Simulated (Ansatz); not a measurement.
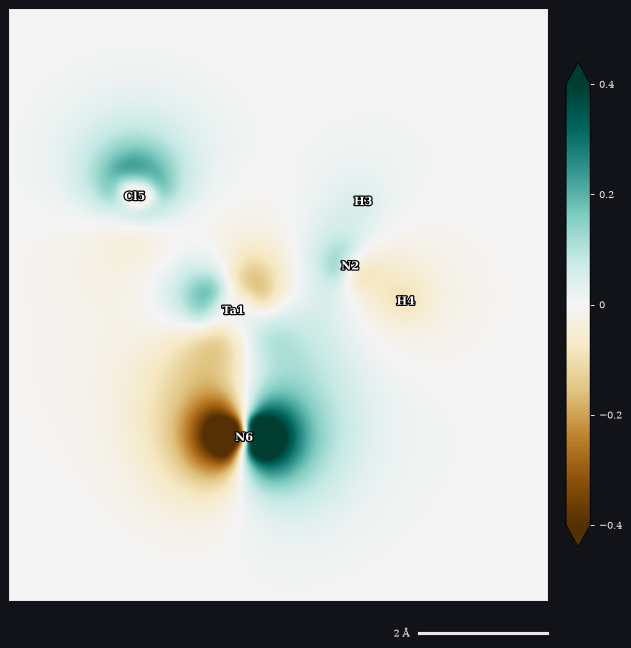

Figure 1: Cl$_{2}$FH$_{4}$N$_{2}$Ta. The HOMO−1 on the plane of atoms Ta1, N2 and H4 (values in Å⁻³ᐟ²; the overall sign is arbitrary).

Core potentials replace the inner electrons of Ta.

Level of theory: RKS PBE-D4/def2-SVP in Ansatz.

Input

```
crystal:
  periodic: [false, false, false]
  atoms:
    - { symbol: Ta, position_ang: [0.0, 0.0, 0.0] }
    - { symbol: "N", position_ang: [2.16, 0.0, 0.0] }
    - { symbol: H, position_ang: [2.69, -0.5118, 0.762] }
    - { symbol: H, position_ang: [2.69, 0.5118, -0.762] }
    - { symbol: Cl, position_ang: [0.0, 0.0, 2.47] }
    - { symbol: "N", position_ang: [0.0, 0.0, -2.16] }
    - { symbol: H, position_ang: [-0.6116, -0.6845, -2.69] }
    - { symbol: H, position_ang: [0.6116, 0.6845, -2.69] }
    - { symbol: F, position_ang: [-0.965, 1.6714, 0.0] }
    - { symbol: Cl, position_ang: [-1.235, -2.139, 0.0] }
basis:
  gaussian: { orbitals: def2-SVP }
hamiltonian:
  xc: pbe
  dispersion: d4
relax:
  f_tol: 0.02
  max_steps: 40
output:
  orbitals: {}
```

Launched as:

```sh
ansatz run input.yaml --threads 4 --pin off --max-ram 5120MiB --backend cpu --events-out ev --progress --plain --runs-dir out
```

The fields are those of the run's last geometry, not of the input's.

**Where does this orbital lie, and at what energy?**

Its weight (Hirshfeld) is mainly on N6 (about 25 %), Cl10 (about 20 %), Cl5 (about 20 %), N2 (about 15 %) and Ta1 (about 10 %); largely a combination of lone pairs on N6, Cl10, Cl5 and N2. Its energy is −7.00 eV.
